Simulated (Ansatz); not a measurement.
# F3H3OSi: search for a transition state, part 2 of 2

Ansatz 0.2.0, Gaussian basis; PBE0-D4.

## 7. Relaxing after a step of 0.30 Å one way along the mode

The input, downa/in.yaml:

```yaml
crystal:
  periodic: [false, false, false]
  atoms:
    - {symbol: Si, position_ang: [-0.403131, 0.355418, -0.111313]}
    - {symbol: H, position_ang: [-0.367401, -1.455464, -0.150025]}
    - {symbol: F, position_ang: [-1.156576, 0.260485, -1.518696]}
    - {symbol: F, position_ang: [-1.408338, 0.187271, 1.108042]}
    - {symbol: F, position_ang: [-0.087727, 1.894481, -0.032706]}
    - {symbol: H, position_ang: [0.347753, -1.302286, 0.022188]}
    - {symbol: O, position_ang: [1.232503, -0.168358, 0.040084]}
    - {symbol: H, position_ang: [1.842918, 0.228252, 0.642427]}
basis:
  gaussian: {orbitals: def2-TZVP}
hamiltonian: {xc: pbe0, dispersion: d4}
relax: {f_tol: 0.005, max_steps: 200}
```

Command:

```bash
> ansatz run in.yaml --threads 4 --pin off --events-out ev --progress --plain --max-ram 9574MiB
```

Log, cut to the lines that bear on the results:

```text
Functional definition: PBE0
  name "PBE0"
  cite "Adamo & Barone, J. Chem. Phys. 110, 6158 (1999) doi:10.1063/1.478522"
  cite "Perdew, Burke & Ernzerhof, Phys. Rev. Lett. 77, 3865 (1996) doi:10.1103/PhysRevLett.77.3865"
  parent pbe
[...]
1019 factors; their error is unknown
[...]
mean field -18120.48332064 eV, -665.9154795288 hartree, gradient 2.4e-5 eV, S^2 0.000000; 0 other end points of the search recorded, 0 dependent functions left out
[...]
reference -18120.48334405 eV, -665.9154803891 hartree; 26, 26 occupied and 153, 153 virtual orbitals, 1019 factors
relax step   1: F+E_penalty+E_count = -18120.59121624 eV  Δ(F+E_penalty+E_count) = +0.000e0 eV  max|allowed force component| = 2.235e0 eV/Å  Δτ_max = 0.0000 Å  (27 SCF iters, accepted)
[...]
reference -18122.20556393 eV, -665.9787708022 hartree; 26, 26 occupied and 153, 153 virtual orbitals, 1019 factors
Total energy: -18122.31390323 eV, -665.9827521980 hartree
Atom 0 at    -0.211626     0.909138    -0.080695 Å, force    -0.000401    -0.001045     0.000860 eV/Å
Atom 1 at    -0.691727    -2.562468     0.003508 Å, force     0.002700     0.000573    -0.001078 eV/Å
Atom 2 at    -0.837162     0.484675    -1.450763 Å, force     0.000048     0.000405     0.000267 eV/Å
Atom 3 at    -1.122514     0.372871     1.082909 Å, force     0.000637     0.000553    -0.000801 eV/Å
Atom 4 at    -0.231333     2.478295     0.018474 Å, force    -0.000015    -0.000591    -0.000434 eV/Å
Atom 5 at    -0.014606    -2.472484    -0.297716 Å, force    -0.002721    -0.000565     0.000999 eV/Å
Atom 6 at     1.277682     0.314969    -0.020278 Å, force    -0.000161     0.001192     0.000466 eV/Å
Atom 7 at     1.831287     0.474803     0.744562 Å, force    -0.000086    -0.000522    -0.000278 eV/Å
Dipole moment:     0.349848    -0.012547     0.283303 e Å
```

Wall time 51 s (4 threads of Arm Neoverse V2, shared host).

Relaxation path: (the energy doesn't fall at every step)

```
step  energy from step 1 (eV)  largest force component (eV/Å)
   1                   0.0000                          2.2353
   2                  -0.5475                          1.3476
   3                  -1.1093                          1.6134
   4                  -1.4369                          0.8868
   5                  -1.5970                          0.3825
   6                  -1.6731                          0.2935
   7                  -1.7024                          0.1905
   8                  -1.7130                          0.2226
   9                  -1.7170                          0.0738
  10                  -1.7183                          0.1121
  11                  -1.7189                          0.1190
  12                  -1.7195                          0.0696
  13                  -1.7199                          0.0792
  14                  -1.7200                          0.2020
  15                  -1.7212                          0.0966
  16                  -1.7221                          0.0053
  17                  -1.7223                          0.0062
  18                  -1.7110                          0.7977
  19                  -1.7223                          0.0111
  20                  -1.7214                          0.2506
  21                  -1.7224                          0.0074
  22                  -1.7221                          0.1498
  23                  -1.7225                          0.0047
  24                  -1.7225                          0.0472
  25                  -1.7225                          0.0201
  26                  -1.7226                          0.0010
  27                  -1.7226                          0.0290
  28                  -1.7226                          0.0157
  29                  -1.7226                          0.0040
  30                  -1.7226                          0.0145
  31                  -1.7227                          0.0088
  32                  -1.7227                          0.0027
```

Close pairs (by a distance rule), those that changed most:

```
  bond  before (Å)  after (Å)  change (Å)
Si1–O7       1.724      1.605      -0.120
Si1–F3       1.599      1.565      -0.034
Si1–F4       1.589      1.572      -0.017
 O7–H8       0.945      0.958      +0.013
 H2–H6       0.751      0.747      -0.005
Si1–F5       1.573      1.572      -0.001
```

## 8. Relaxing after a step of 0.30 Å the other way along the mode

The input, downb/in.yaml:

```yaml
crystal:
  periodic: [false, false, false]
  atoms:
    - {symbol: Si, position_ang: [-0.589048, 0.221647, -0.162362]}
    - {symbol: H, position_ang: [-0.575059, -1.320168, -0.191131]}
    - {symbol: F, position_ang: [-1.214140, 0.339528, -1.602716]}
    - {symbol: F, position_ang: [-1.463096, 0.243360, 1.171380]}
    - {symbol: F, position_ang: [-0.075665, 1.775073, -0.039877]}
    - {symbol: H, position_ang: [0.886266, -1.072153, 0.152736]}
    - {symbol: O, position_ang: [1.191262, -0.283389, 0.013823]}
    - {symbol: H, position_ang: [1.839480, 0.095902, 0.658147]}
basis:
  gaussian: {orbitals: def2-TZVP}
hamiltonian: {xc: pbe0, dispersion: d4}
relax: {f_tol: 0.005, max_steps: 200}
```

Command:

```bash
> ansatz run in.yaml --threads 4 --pin off --events-out ev --progress --plain --max-ram 9574MiB
```

Log, cut to the lines that bear on the results:

```text
[... 5 set-up lines as earlier in the session ...]
[...]
1019 factors; their error is unknown
[...]
mean field -18119.77958924 eV, -665.8896178768 hartree, gradient 5.7e-5 eV, S^2 0.000000; 0 other end points of the search recorded, 0 dependent functions left out
[...]
reference -18119.77961271 eV, -665.8896187393 hartree; 26, 26 occupied and 153, 153 virtual orbitals, 1019 factors
relax step   1: F+E_penalty+E_count = -18119.88533844 eV  Δ(F+E_penalty+E_count) = +0.000e0 eV  max|allowed force component| = 8.444e0 eV/Å  Δτ_max = 0.0000 Å  (26 SCF iters, accepted)
[...]
reference -18121.47265109 eV, -665.9518367524 hartree; 26, 26 occupied and 153, 153 virtual orbitals, 1019 factors
Total energy: -18121.57847896 eV, -665.9557258548 hartree
Atom 0 at    -0.916658     0.265048    -0.449625 Å, force    -0.000347     0.000378    -0.000004 eV/Å
Atom 1 at    -0.557968    -0.879297    -1.275831 Å, force    -0.000031    -0.000097    -0.000145 eV/Å
Atom 2 at    -2.301008     0.825141    -0.974520 Å, force     0.000248    -0.000278    -0.000045 eV/Å
Atom 3 at    -1.166902    -0.086650     1.070760 Å, force    -0.000159    -0.000198     0.000209 eV/Å
Atom 4 at     0.085515     1.482315    -0.558427 Å, force     0.000165     0.000149     0.000070 eV/Å
Atom 5 at     1.326291    -0.908970     1.360179 Å, force     0.000063     0.000255     0.000131 eV/Å
Atom 6 at     1.465423    -0.724073     0.427393 Å, force    -0.000235    -0.000031    -0.000188 eV/Å
Atom 7 at     2.065307     0.026286     0.400070 Å, force     0.000295    -0.000177    -0.000026 eV/Å
Dipole moment:     0.453447    -0.126165     0.229439 e Å
```

Wall time 37 s (4 threads of Arm Neoverse V2, shared host).

The steps of the relaxation: (the energy doesn't fall at every step)

```
step  energy from step 1 (eV)  largest force component (eV/Å)
   1                   0.0000                          8.4436
   2                  -0.6440                          0.8073
   3                  -0.7843                          1.4730
   4                  -0.8762                          1.6768
   5                  -1.0231                          0.5152
   6                  -1.1426                          0.7897
   7                  -1.2716                          1.3152
   8                  -1.4079                          1.5246
   9                  -1.5727                          0.5072
  10                  -1.6331                          0.1018
  11                  -1.6583                          0.1613
  12                  -1.6409                          1.3291
  13                  -1.6673                          0.0701
  14                  -1.6724                          0.4363
  15                  -1.6836                          0.0902
  16                  -1.6868                          0.0729
  17                  -1.6897                          0.2626
  18                  -1.6907                          0.3157
  19                  -1.6924                          0.0700
  20                  -1.6929                          0.0097
  21                  -1.6930                          0.0495
  22                  -1.6931                          0.0105
  23                  -1.6931                          0.0004
```

Distances of close pairs at the start and the end, largest changes first:

```
  bond  before (Å)  after (Å)  change (Å)
Si1–O7       1.859      2.724      +0.865
 H6–O7       0.857      0.961      +0.104
Si1–H2       1.542      1.456      -0.086
Si1–F5       1.641      1.580      -0.060
 O7–H8       0.990      0.961      -0.028
Si1–F4       1.595      1.580      -0.014
Si1–F3       1.575      1.583      +0.008
```

## 9. The three structures

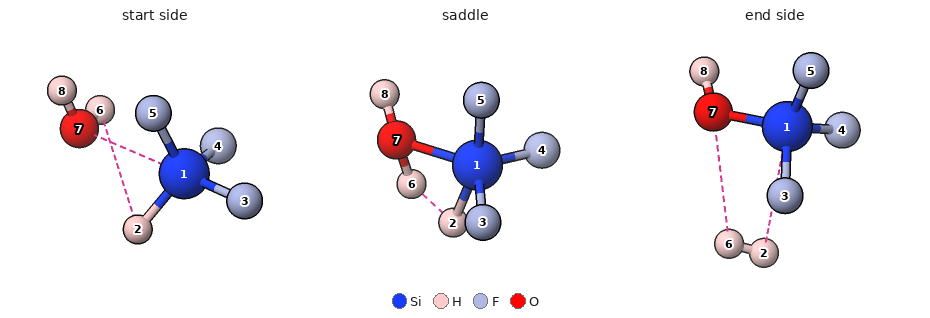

The minimum on the start side, the saddle and the minimum on the end side; broken lines mark the pairs that change.

```
  pair  start side (Å)  saddle (Å)  end side (Å)
Si1–O7           2.724       1.791         1.605
 H2–H6           3.240       1.136         0.747
Si1–H2           1.456       1.677         3.506
 H6–O7           0.961       1.132         3.085
```

## 10. Results

The summary covers parts 1 to 2.

```
                       quantity                                                     value
                 imaginary mode                                                1288i cm⁻¹
    barrier from the start side                                              144.2 kJ/mol
      barrier from the end side                                              215.1 kJ/mol
             energy of the step                                              -71.0 kJ/mol
              pairs that change  Si1–O7 formed, H2–H6 formed, Si1–H2 broken, H6–O7 broken
zero-point energy at the saddle                                                  1.056 eV
```

In words: The point has a single imaginary mode (1288i cm⁻¹), as a transition state must. The two relaxations end on the structures that were planned. At PBE0-D4/def2-TZVP the electronic barrier is 144.2 kJ/mol, about 58 kT at 298 K, and the step runs 71.0 kJ/mol downhill. With so stiff a mode tunnelling counts: Wigner's rough correction is a factor of 2.6 at 298 K. A step off the saddle overshot and began above it in energy, so the link to its end is likely but not proven.
